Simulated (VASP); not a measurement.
Band structure of Bi₂Te₃ (relaxed from the layer:Bi2Te3 structure). These are PBEsol GGA, VASP's PBE PAW potentials (set 64) (plane waves; VASP) values and carry that method's errors.

The cell holds a wide vacuum, so values per volume refer to the whole cell. Unless said otherwise, spin-orbit coupling is left out, though it shifts the bands of the heavy elements here.

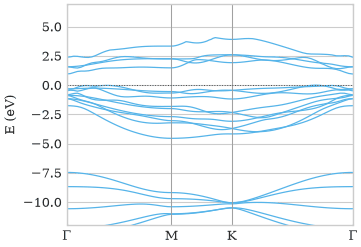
Figure. Bands along high-symmetry lines, zero at the valence-band maximum or, without a gap, the Fermi level

Read the plot: is there a gap, and where are the band edges?

The gap is indirect, 0.95 eV, from the valence maximum at K-Γ at 0.69 to the conduction minimum at Γ. (Edges off the drawn lines would not show.)

The cell is a sheet with vacuum, built from a generated structure.
